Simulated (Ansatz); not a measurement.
Input

```
crystal:
  periodic: [false, false, false]
  atoms:
    - {symbol: Si, position_ang: [-1.607804, -0.924856, 0.483743]}
    - {symbol: B, position_ang: [0.088927, 0.039365, -0.043424]}
    - {symbol: C, position_ang: [1.158972, 0.761082, 0.861183]}
    - {symbol: S, position_ang: [2.122243, 1.197836, -0.630302]}
    - {symbol: C, position_ang: [0.750569, 0.306916, -1.445926]}
    - {symbol: H, position_ang: [-2.514684, 0.017557, 1.200838]}
    - {symbol: H, position_ang: [-2.349719, -1.494515, -0.674300]}
    - {symbol: H, position_ang: [-1.283477, -2.036607, 1.423516]}
    - {symbol: H, position_ang: [0.793042, 1.626415, 1.422559]}
    - {symbol: H, position_ang: [1.694797, 0.113934, 1.562555]}
    - {symbol: H, position_ang: [1.062306, -0.587225, -1.995251]}
    - {symbol: H, position_ang: [0.161729, 0.924999, -2.131292]}
basis:
  gaussian: {orbitals: def2-TZVPP}
hamiltonian: {xc: pbe0, dispersion: d4}
output: {orbitals: {seedname: orbitals}}
```

Run with:

```sh
ansatz run in.yaml --threads 4 --pin off --events-out ev --progress --plain --max-ram 10444MiB
```

Geometry: PBE0-D4/def2-TZVP.

These are results of RKS PBE0-D4/def2-TZVPP (Ansatz), not measurements.

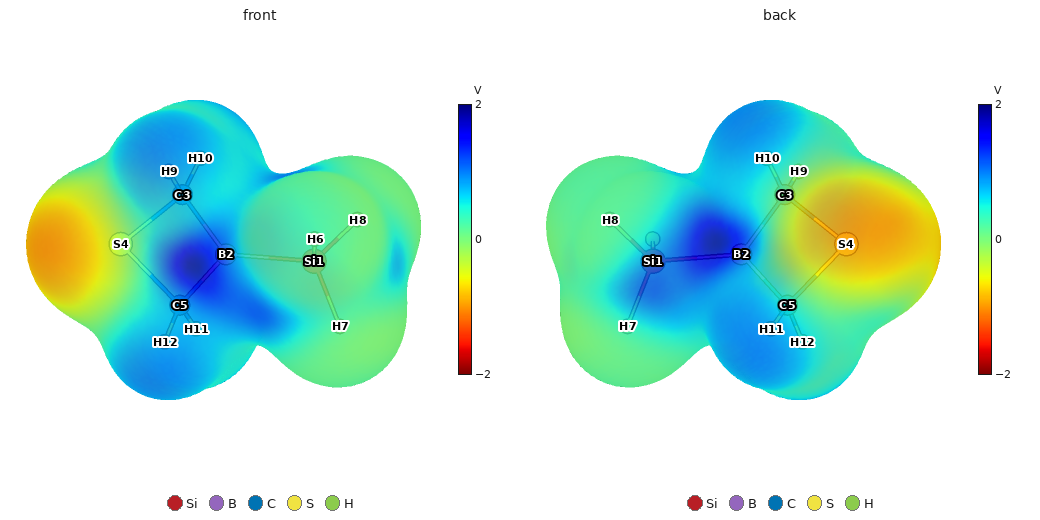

C2H7BSSi (SMILES [SiH3]B1CSC1). The electrostatic potential painted on the density surface at 0.002 e/bohr³, seen from the front and from behind; the colour scale runs from red (negative) to blue (positive).

**Describe the electrostatic potential map.**

The most negative region (about −1.0 V) lies over S4, the most positive (about +1.7 V) over B2.
